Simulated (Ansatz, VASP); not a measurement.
# Cross-check of GaP between VASP and Ansatz

One calculation is typed for both programs; each brings its own data sets. How far apart do they land? Valence electrons are named where the data sets of a main pair hold unlike numbers.

Main program and level: Ansatz 0.2.0; plane waves, with VASP 6.6.1 beside it; band structure at r2SCANh with an exact-exchange share of 0.1 and band structure at HSE03.

## 1. The starting structure

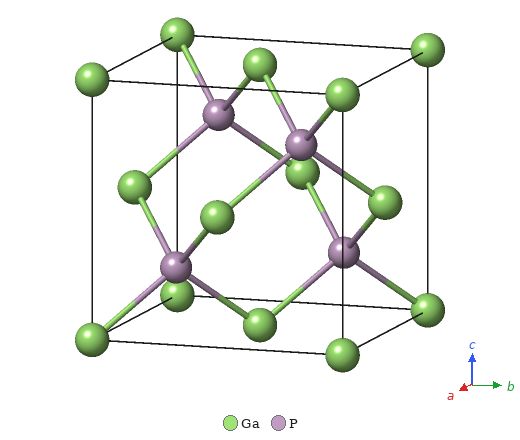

The starting structure, seen slightly off an axis (gallium green, phosphorus pink). This picture shows the conventional cell, with its axes. Bonds to atoms that aren't drawn are left out. Some periodic images of atoms are drawn too.

## 2. Ansatz: band structure, r2SCANh with an exact-exchange share of 0.1

Ansatz runs on its default PAW (the set named soft_2) files.

The same path points are solved in both programs, so levels can be compared one by one.

input.yaml reads:

```yaml
crystal:
  lattice:
    - [0.0, 2.72525, 2.72525]
    - [2.72525, 0.0, 2.72525]
    - [2.72525, 2.72525, 0.0]
  atoms:
    - { symbol: Ga, position: [0.0, 0.0, 0.0] }
    - { symbol: P, position: [0.25, 0.25, 0.25] }
hamiltonian:
  xc: r2scanh
  pseudopotentials: { kind: paw }
kpoints:
  mp_grid: { grid: [4, 4, 4] }
  band_path:
    path:
      - [0.0, 0.0, 0.0]
      - [0.4, 0.0, 0.4]
      - [0.5, 0.0, 0.5]
      - [0.5, 0.2, 0.7]
      - [0.4, 0.35, 0.75]
      - [0.15, 0.15, 0.3]
      - [0.2, 0.2, 0.2]
      - [0.55, 0.4, 0.55]
      - [0.6, 0.25, 0.65]
      - [0.5, 0.25, 0.75]
      - [0.5, 0.5, 0.5]
      - [0.375, 0.375, 0.75]
      - [0.5, 0.0, 0.5]
    npoints: 1
scf:
  occupations: { method: gaussian, width: 0.02 }
  n_extra_bands: 7
output:
  forces: true
  stress: true
  eigenvalues: true
```

The run is started by

```console
ansatz run input.yaml --threads 4 --pin off --max-ram 9216MiB --backend cpu --events-out ev --progress --plain --runs-dir out
```

Numbers of over 12 decimals in the logs are rounded to 6 here.

The program printed:

```text
Warning: output.stress: scf.convergence.dr2_threshold = 1e-7 eV (the SCF's general default) is looser than the 2e-10 eV advised for a printed stress (1e-10 eV for each atom of the cell: 2). What an SCF threshold leaves in a stress goes as its square root, and in the free energy as the threshold itself, and one threshold admits the most on a small cell: [figures from the program's tests cut] Set scf.convergence.dr2_threshold to 2e-10 eV or tighter. The threshold is an SCF's pass mark: one that does not reach it within its budget of iterations ends unconverged, or closes short of it on a stop that the run arms, and scf.convergence.dr2_threshold's page says what that costs each kind of run
Warning: output.stress: scf.exx.energy_threshold = 1e-6 eV is looser than the 2e-8 eV advised for a stress under a hybrid functional (1e-8 eV for each atom of the cell: 2). Every SCF of the exchange loop can meet its threshold on dr2 while the loop round them stops early: no threshold on dr2 bounds what that leaves in the stress. Set scf.exx.energy_threshold to 2e-8 eV or tighter. The threshold is the loop's pass mark: a loop that does not reach it within its budget of cycles ends unconverged, and scf.exx.energy_threshold's page has the law
scf.n_extra_bands = 7 over 9 filled bands (N_el = 18.0): the run solves 16 bands
Engine: ansatz 0.2.0, aarch64-unknown-linux-gnu
Pseudopotentials: kind: paw
Pseudopotential: Ga, paw, valence charge 13, recommended cutoff 500 eV (meta_gga), Ga.paw.azcp
Pseudopotential: P, paw, valence charge 5, recommended cutoff 500 eV (meta_gga), P.paw.azcp
Functional definition: r2SCANh
  parameter a = 0.1
  parameter k0 = 0.174
  parameter k1 = 0.065
  parameter a1 = 4.9479
  exchange = (1 - a)*r2scan_x(k0 = k0, k1 = k1, a1 = a1) + a*exact_x
  correlation = r2scan_c
Crystal: 2 atoms, lattice volume = 40.481 Å³
Basis set: ecut = 500 eV, 965 PW (Γ), exchange–correlation on 120×120×120 points (64 copies of the dense FFT grid, shifted against one another)
Bands: 16, of which v1, the nominal top of the filled ones, is band 9 counted from 1 (8 counted from 0)
Symmetry: 24 space group operations
Space group: F-43m (ITA 216), of the structure as read, at distance tolerance 3.4e-5 Å
k-points: 8 of 64 (time reversal used)
Non-local potential: Ga, projectors of the file, l = 0: 2, l = 1: 2, l = 2: 3, l = 3: 1
Non-local potential: P, projectors of the file, l = 0: 2, l = 1: 2, l = 2: 2
PAW form: soft (Blöchl's): semilocal exchange-correlation on the pseudo side does not see the compensation charge
PAW frozen core: Ga, regenerated for the run's functional, and the local potential with it (the file was generated under x = pbe(κ = 0.804, μ = 0.219515), c = pbe(β = 0.066725))
PAW frozen core: P, regenerated for the run's functional, and the local potential with it (the file was generated under x = pbe(κ = 0.804, μ = 0.219515), c = pbe(β = 0.066725))
PAW one-centre angular grid: Ga, 590 points (default); XC on 160 Gauss nodes
PAW one-centre angular grid: P, 302 points (default); XC on 160 Gauss nodes
Initial density: superposition of atomic densities (neutral atoms: chi_scale 0, normalization atom), corrected by the library's trained network
Initial wavefunctions: pseudopotential atomic-orbital guess
Functional: x = r2scan, c = r2scan; τ floored in thin density (d = 2e-4 eV/Å³), warm-up for x = 0.9 r2scan + 0.1 exact, c = r2scan; τ floored in thin density (d = 2e-4 eV/Å³)
SCF iter   1: F=—  HF=-4550.337346 eV  |F-HF|=—  |Δ(HF+E_count)|=         —  Δρ=8.76e-3  dr2=1.37e-2  dr2_τ=8.31e-3  ethr=1.77e-3  ⟨swp⟩=12.4  Hψ=648  notcnv=0
preconditioner: auto → none  [insulator: Δε(μ)=1.843 eV  Ē_g=19.079 eV  σ=0.020 eV  W_gap=1.00  n_scr=14 (ndim 8)  ℏωp=24.8 eV  f_vac=0.013  D(μ)=0.00/eV (n_scr^D=0)]
SCF iter   2: F=—  HF=-4550.352329 eV  |F-HF|=—  |Δ(HF+E_count)|=   1.50e-2  Δρ=2.62e-3  dr2=2.57e-3  dr2_τ=6.21e-5  ethr=7.58e-5  ⟨swp⟩=4.6  Hψ=449  notcnv=0
SCF iter   3: F=—  HF=-4550.351921 eV  |F-HF|=—  |Δ(HF+E_count)|=   4.08e-4  Δρ=2.11e-3  dr2=6.91e-4  dr2_τ=7.25e-6  ethr=1.43e-5  ⟨swp⟩=3.5  Hψ=315  notcnv=0
iter 4 solved again at ethr=9.07e-8 eV; its pass at ethr=3.84e-6 eV (dr2=1.63e-5 eV) is discarded
SCF iter   4: F=-4550.352203 eV  HF=-4550.352213 eV  |F-HF|=1.04e-5  |Δ(HF+E_count)|=   2.93e-4  Δρ=1.76e-4  dr2=1.83e-5  dr2_τ=2.83e-7  ethr=9.07e-8  ⟨swp⟩=4.0  Hψ=529  notcnv=0
SCF 1 stopped early in 4 iterations: F = -4550.352203 eV  dr2 = 1.83e-5
  greatest PAW one-centre occupation: 0.993 electrons in one spin orbital (limit 2), on the Ga atom at site 0 (counted from 0), in its partial waves of l = 2
Initial density: handed on by an earlier stage of this run
Initial wavefunctions: those handed on with the density
Functional: x = 0.9 r2scan + 0.1 exact, c = r2scan; τ floored in thin density (d = 2e-4 eV/Å³)
Frozen-core exchange: fock
SCF iter   1: F=—  HF=-4549.824149 eV  |F-HF|=—  |Δ(HF+E_count)|=         —  Δρ=3.89e-3  dr2=2.65e-3  dr2_τ=1.31e-5  ethr=1.02e-6  ⟨swp⟩=5.8  Hψ=582  notcnv=0
preconditioner: auto → none  [insulator: Δε(μ)=2.371 eV  Ē_g=20.266 eV  σ=0.020 eV  W_gap=1.00  n_scr=14 (ndim 8)  ℏωp=24.8 eV  f_vac=0.012  D(μ)=0.00/eV (n_scr^D=0)]
SCF iter   2: F=—  HF=-4549.823178 eV  |F-HF|=—  |Δ(HF+E_count)|=   9.71e-4  Δρ=7.59e-4  dr2=2.14e-4  dr2_τ=3.92e-6  ethr=1.02e-6  ⟨swp⟩=4.0  Hψ=374  notcnv=0
SCF iter   3: F=—  HF=-4549.823595 eV  |F-HF|=—  |Δ(HF+E_count)|=   4.17e-4  Δρ=4.99e-4  dr2=5.44e-5  dr2_τ=9.01e-7  ethr=1.02e-6  ⟨swp⟩=3.2  Hψ=234  notcnv=0  defer=1
SCF iter   4: F=—  HF=-4549.823593 eV  |F-HF|=—  |Δ(HF+E_count)|=   2.34e-6  Δρ=1.19e-4  dr2=6.24e-6  dr2_τ=5.16e-8  ethr=2.98e-7  ⟨swp⟩=2.0  Hψ=204  notcnv=0
SCF iter   5: F=—  HF=-4549.823593 eV  |F-HF|=—  |Δ(HF+E_count)|=   4.98e-7  Δρ=2.10e-5  dr2=5.51e-7  dr2_τ=1.97e-9  ethr=3.02e-8  ⟨swp⟩=3.1  Hψ=254  notcnv=0  defer=1
SCF iter   6: F=-4549.823596 eV  HF=-4549.823596 eV  |F-HF|=1.89e-7  |Δ(HF+E_count)|=   3.60e-6  Δρ=2.19e-5  dr2=2.79e-7  dr2_τ=4.87e-9  ethr=8.15e-10  ⟨swp⟩=4.2  Hψ=369  notcnv=0  defer=2
SCF 2 stopped early in 6 iterations: F = -4549.823596 eV  dr2 = 2.79e-7
  greatest PAW one-centre occupation: 0.994 electrons in one spin orbital (limit 2), on the Ga atom at site 0 (counted from 0), in its partial waves of l = 2
hybrid outer 1: dexx = +3.763e-4 eV, tail = 9.82e-7 eV
Frozen-core exchange: fock
SCF iter   1: F=—  HF=-4549.823583 eV  |F-HF|=—  |Δ(HF+E_count)|=         —  Δρ=1.01e-5  dr2=2.98e-8  dr2_τ=6.58e-10  ethr=2.73e-8  ⟨swp⟩=4.6  Hψ=291  notcnv=0
preconditioner: auto → none  [insulator: Δε(μ)=2.374 eV  Ē_g=20.207 eV  σ=0.020 eV  W_gap=1.00  n_scr=14 (ndim 8)  ℏωp=24.8 eV  f_vac=0.012  D(μ)=0.00/eV (n_scr^D=0)]
SCF iter   2: F=-4549.823583 eV  HF=-4549.823583 eV  |F-HF|=1.19e-9  |Δ(HF+E_count)|=   8.16e-9  Δρ=2.55e-6  dr2=4.89e-9  dr2_τ=1.09e-10  ethr=1.16e-10  ⟨swp⟩=4.0  Hψ=315  notcnv=0
SCF 3 converged in 2 iterations: F = -4549.823583 eV  dr2 = 4.89e-9
  Residual-converged pass: ⟨swp⟩=3.0  Hψ=218  notcnv=0  max |occ|·‖R‖ = 1.9e-6 eV (tolerance 2.4e-6 eV)  dr2=4.93e-9  dr2_τ=1.12e-10  dr2_onsite=1.85e-9  max |Δocc| = 0.0e0
hybrid outer 2: dexx = +1.504e-8 eV, tail = 1.37e-8 eV, Δε = 8.49e-4 eV (about 1.41e-4 eV left of the loop's levels)
NSCF: frozen V_eff on 13 k-points
hybrid SCF converged: 2 outer / 8 inner (+4 warm-up), last move |dexx| = 1.50e-8 eV, tail = 1.37e-8 eV
Stability not checked: this state was not tested for a lower state beside it, because the functional holds exact exchange (a hybrid, or Hartree-Fock), whose exchange loop this test does not read (fock_operator; see scf.lower_state_search)
Free energy (F): -4549.823583 eV
Frozen-core exchange: fock
Harris-Foulkes:  -4549.823583 eV  (|F-HF|=1.19e-9)
Internal energy: -4549.823583 eV  (E = F + TS)
E sigma→0 (E₀):  -4549.823583 eV
Fermi energy:    7.839598 eV
--- Per-component energies (eV) ---
  E_band       = -83.993222
  E_kinetic    = 185.629845
  E_local      = -2204.587914  (includes V_loc(G=0)·N_el)
  E_nonlocal   = 461.188191
  E_hartree    = 1022.612005
  E_xc         = -110.181395
  E_vxc        = -112.944224  (∫ρ·V_xc dr)
  E_exx        = -25.486596  (= α·E_x^exact, valence–valence)
  E_paw        = -2565.705264  (= ΣΔE_a)
  E_vpaw       = -412.603886  (= ΣTr[D̂ρ^β])
  E_aug_tail   = -0.000042  (compensation charges beyond the density's cutoff)
  E_vtau       = 5.074769  (kinetic-family band-sum trace: ∫τ·v_τ [+ j·A + Jᵃ·Aᵃ] dr)
  E_ewald      = -1312.644944
  E_core_change = -0.647470  (= ΣΔE_core)
  E_smearing   = -0.000000  (= −TS)
  E_closure    = 0.000000  (closes the sum)
  Σ components = -4549.823583   (vs F -4549.823583, Δ=9.09e-13)
--- Forces (eV/Å), atoms counted from 1 ---
  atom   1  Ga     0.00000000    -0.00000000    -0.00000000
  atom   2  P     -0.00000000     0.00000000    -0.00000000
  max |Σ_I F_I| component: 1.48e-16 eV/Å
--- Stress (GPa, compression-positive) ---
        0.103214      -0.000000      -0.000000
       -0.000000       0.103214       0.000000
       -0.000000       0.000000       0.103214
  P = ⅓ Tr σ = 0.1032 GPa (1.032 kbar)
--- Band table (eV; the first three rows and the last of 8) ---
  k-point 0: bands = [... 5 lower, -6.8378, 6.6525, 6.6525, 6.6525, 9.5907, 11.3941, 11.3941, 11.3941, ... 3 higher]
  k-point 1: bands = [... 5 lower, -6.0076, 2.5540, 5.9412, 5.9412, 9.7519, 12.3112, 12.3112, 14.1626, ... 3 higher]
  k-point 2: bands = [... 5 lower, -4.6247, -0.4525, 5.4403, 5.4403, 9.2331, 12.2633, 12.2633, 16.0446, ... 3 higher]
  k-point 7: bands = [... 5 lower, -3.5612, -0.3203, 2.8052, 2.9922, 12.2240, 12.6039, 13.7585, 13.8435, ... 3 higher]
```

Elapsed: 16 s, on 4 threads of Arm Neoverse V2, shared host; peak memory 0.71 GiB.

## 3. VASP: band structure, r2SCANh with an exact-exchange share of 0.1

The same cell, functional, mesh and smearing now go to VASP, with its own data sets.

Lines of VASP's logs that name or quote its potential files are left out, and so is its time.

The run reads the wave functions of an earlier VASP run, which isn't shown here.

INCAR reads:

```
SYSTEM = GaP
PREC = Accurate
ENCUT = 400
EDIFF = 1E-06
NELM = 100
ISMEAR = 0
SIGMA = 0.02
LREAL = .FALSE.
ALGO = Normal
LHFCALC = .TRUE.
AEXX = 0.1
METAGGA = R2SCAN
LASPH = .TRUE.
NBANDS = 15
PRECFOCK = Fast
HFRCUT = -1
LORBIT = 11
LWAVE = .FALSE.
LCHARG = .FALSE.
KPAR = 4
```

POSCAR reads:

```
GaP
1.0
    0.0000000000      2.7252500000      2.7252500000
    2.7252500000      0.0000000000      2.7252500000
    2.7252500000      2.7252500000      0.0000000000
Ga P
1 1
Direct
    0.0000000000      0.0000000000      0.0000000000
    0.2500000000      0.2500000000      0.2500000000
```

KPOINTS reads:

```
Automatic mesh
0
Gamma
4 4 4
0 0 0
```

KPOINTS_OPT reads:

```
Line mode
6
Line-mode
Reciprocal
  0.00000000   0.00000000   0.00000000 GAMMA
  0.50000000   0.00000000   0.50000000 X

  0.50000000   0.00000000   0.50000000 X
  0.50000000   0.25000000   0.75000000 W

  0.50000000   0.25000000   0.75000000 W
  0.37500000   0.37500000   0.75000000 K

  0.37500000   0.37500000   0.75000000 K
  0.00000000   0.00000000   0.00000000 GAMMA

  0.00000000   0.00000000   0.00000000 GAMMA
  0.50000000   0.50000000   0.50000000 L

  0.50000000   0.50000000   0.50000000 L
  0.62500000   0.25000000   0.62500000 U

  0.62500000   0.25000000   0.62500000 U
  0.50000000   0.25000000   0.75000000 W

  0.50000000   0.25000000   0.75000000 W
  0.50000000   0.50000000   0.50000000 L

  0.50000000   0.50000000   0.50000000 L
  0.37500000   0.37500000   0.75000000 K

  0.62500000   0.25000000   0.62500000 U
  0.50000000   0.00000000   0.50000000 X
```

The projector-augmented-wave data sets are Ga_d and P (PBE family, release 64).

The run is started by

```console
mpirun -np 4 vasp_std
```

The program printed:

```text
[banner, memory and clock lines left out]
running    4 mpi-ranks, on    1 nodes
 distrk:  each k-point on    1 cores,    4 groups
 distr:  one band on    1 cores,    1 groups

 POSCAR found type information on POSCAR GaP
 POSCAR found :  2 types and       2 ions
|                                                                             |
|               ----> ADVICE to this user running VASP <----                  |
|                                                                             |
|     You enforced a specific xc type in the INCAR file but a different       |
|     [... a line on the potential file left out ...]
|     I HOPE YOU KNOW WHAT YOU ARE DOING!                                     |
|                                                                             |

 LDA part: xc-table for (None), standard interpolation
 found WAVECAR, reading the header
 POSCAR, INCAR and KPOINTS ok, starting setup
 FFT: planning ... GRIDC
 FFT: planning ... GRID_SOFT
 FFT: planning ... GRID
 HFRCUT set to (new)   8.520141
 reading WAVECAR
 the WAVECAR file was read successfully
 initial charge from wavefunction
 entering main loop
       N       E                     dE             d eps       ncg     rms          rms(c)
DAV:   1    -0.211775733956E+02   -0.21178E+02   -0.56626E-01   283   0.135E+01    0.161E+00
DAV:   2    -0.211678940553E+02    0.96793E-02   -0.47496E-02   329   0.410E+00    0.122E+00
DAV:   3    -0.211679462561E+02   -0.52201E-04   -0.42672E-03   311   0.121E+00    0.762E-01
DAV:   4    -0.211681397698E+02   -0.19351E-03   -0.65899E-04   319   0.247E-01    0.440E-01
DAV:   5    -0.211681761364E+02   -0.36367E-04   -0.34120E-05   261   0.568E-02    0.264E-01
DAV:   6    -0.211681903173E+02   -0.14181E-04   -0.10443E-05   303   0.311E-02    0.159E-01
DAV:   7    -0.211681968398E+02   -0.65226E-05   -0.32986E-06   275   0.180E-02    0.954E-02
DAV:   8    -0.211681997590E+02   -0.29192E-05   -0.10737E-06   197   0.108E-02    0.572E-02
DAV:   9    -0.211682011632E+02   -0.14042E-05   -0.58925E-07   127   0.779E-03    0.341E-02
DAV:  10    -0.211682018354E+02   -0.67218E-06   -0.30356E-07   120   0.571E-03
   1 F= -.21168202E+02 E0= -.21168202E+02  d E =-.227169E-27
 Start KPOINTS_OPT (optional k-point list driver)
k-point batch [1-8\60]
       N       E                     dE             ncg
DAV:   1    -0.272943553264E+03   -0.30579E+04      248
DAV:   2    -0.942252480183E+03   -0.66931E+03      254
DAV:   3    -0.991770634351E+03   -0.49518E+02      303
DAV:   4    -0.992714464338E+03   -0.94383E+00      303
DAV:   5    -0.992732368389E+03   -0.17904E-01      331
DAV:   6    -0.992733013547E+03   -0.64516E-03      394
DAV:   7    -0.992733019637E+03   -0.60896E-05      337
DAV:   8    -0.992733019828E+03   -0.19149E-06      268
[...]
k-point batch [57-60\60]
       N       E                     dE             ncg
DAV:   1     0.226578392438E+04   -0.26153E+04      120
DAV:   2     0.193783396550E+04   -0.32795E+03      127
DAV:   3     0.191568474432E+04   -0.22149E+02      148
DAV:   4     0.191530063162E+04   -0.38411E+00      176
DAV:   5     0.191529365234E+04   -0.69793E-02      155
DAV:   6     0.191529325171E+04   -0.40063E-03      208
DAV:   7     0.191529324917E+04   -0.25382E-05      176
DAV:   8     0.191529324915E+04   -0.17452E-07      144
```

From OUTCAR (step 3):

```text
ion  position               nearest neighbor table
   1  0.000  0.000  0.000-   2 2.36   2 2.36   2 2.36   2 2.36
   2  0.250  0.250  0.250-   1 2.36   1 2.36   1 2.36   1 2.36

  LATTYP: Found a face centered cubic cell.
 ALAT       =     5.4505000000

 Subroutine GETGRP returns: Found 24 space group operations
 (whereof 24 operations were pure point group operations)

The static configuration has the point symmetry T_d .

 Found      8 irreducible k-points:

   k-points           NKPTS =      8   k-points in BZ     NKDIM =     64   number of bands    NBANDS=     15

   dimension x,y,z NGX =    28 NGY =   28 NGZ =   28
   dimension x,y,z NGXF=    56 NGYF=   56 NGZF=   56

   ENCUT  =  400.0 eV  29.40 Ry    5.42 a.u.   6.29  6.29  6.29*2*pi/ulx,y,z

   NELECT =      18.0000    total number of electrons

 k-points in reciprocal lattice and weights: Automatic mesh
   0.00000000  0.00000000  0.00000000       0.016
   0.25000000  0.00000000  0.00000000       0.125
   0.50000000  0.00000000  0.00000000       0.062
   0.25000000  0.25000000  0.00000000       0.094
   0.50000000  0.25000000  0.00000000       0.375
  -0.25000000  0.25000000  0.00000000       0.188
   0.50000000  0.50000000  0.00000000       0.047
  -0.25000000  0.50000000  0.25000000       0.094

  exchange ACFDT corr.  =         0.00000000  see jH, gK, PRB 81, 115126

 average (electrostatic) potential at core
       1 -66.6580       2 -84.4153

 E-fermi :   4.3639

 k-point     1 :       0.0000    0.0000    0.0000
  band No.  band energies     occupation
    ...
      5     -11.6843      2.00000
      6      -9.2845      2.00000
      7       4.2141      2.00000
      8       4.2141      2.00000
      9       4.2141      2.00000
     10       7.1393      0.00000
     11       8.9738      0.00000
     12       8.9739      0.00000
     13       8.9739      0.00000
     14      14.2506      0.00000
    ...

 k-point     2 :       0.2500    0.0000    0.0000
  band No.  band energies     occupation
    ...
      5     -11.6835      2.00000
      6      -8.4406      2.00000
      7       0.1181      2.00000
      8       3.5020      2.00000
      9       3.5020      2.00000
     10       7.3156      0.00000
     11       9.8906      0.00000
     12       9.8907      0.00000
     13      11.7196      0.00000
     14      14.3016      0.00000
    ...

 k-point     3 :       0.5000    0.0000    0.0000
  band No.  band energies     occupation
    ...
      5     -11.6781      2.00000
      6      -7.0660      2.00000
      7      -2.8867      2.00000
      8       3.0026      2.00000
      9       3.0026      2.00000
     10       6.7948      0.00000
     11       9.8464      0.00000
     12       9.8464      0.00000
     13      13.6146      0.00000
     14      16.5264      0.00000
    ...

  energy-cutoff  :      400.00
  volume of cell :       40.48
      direct lattice vectors                 reciprocal lattice vectors
     0.000000000  2.725250000  2.725250000    -0.183469406  0.183469406  0.183469406
     2.725250000  0.000000000  2.725250000     0.183469406 -0.183469406  0.183469406
     2.725250000  2.725250000  0.000000000     0.183469406  0.183469406 -0.183469406

 POSITION                                       TOTAL-FORCE (eV/Angst)
 -----------------------------------------------------------------------------------
      0.00000      0.00000      0.00000         0.000000      0.000000      0.000000
      1.36262      1.36262      1.36262        -0.000000     -0.000000     -0.000000
 -----------------------------------------------------------------------------------
    total drift:                                0.000143      0.000025      0.000066

  FREE ENERGIE OF THE ION-ELECTRON SYSTEM (eV)
  ---------------------------------------------------
  free  energy   TOTEN  =       -21.1682018354 eV

  energy  without entropy=      -21.1682018354  energy(sigma->0) =      -21.16820184

 total charge
# of ion       s       p       d       tot
------------------------------------------
    1        0.810   0.854  10.025  11.690
    2        0.999   1.567   0.000   2.566
--------------------------------------------------
tot          1.809   2.421  10.025  14.256

[... 3 further parts left out ...]
```

The k-mesh is coarse for unscreened exact exchange, which converges slowly with it. Spin-orbit coupling is off here; it would split degenerate levels.

[end of part 1 of 2]

[Lines on the potential files, build, host, timing and source positions are cut from VASP's logs without a mark.]

[Logs are printed without paths, hosts, clocks, repeated set-up lines and the standing remarks that a program may print on its own settings, such as how far it seeks lower states.]

[Hosts, paths, dates, database ids (printed as entryN), source tags and the programs' standing remarks are cut or masked in the printed files.]
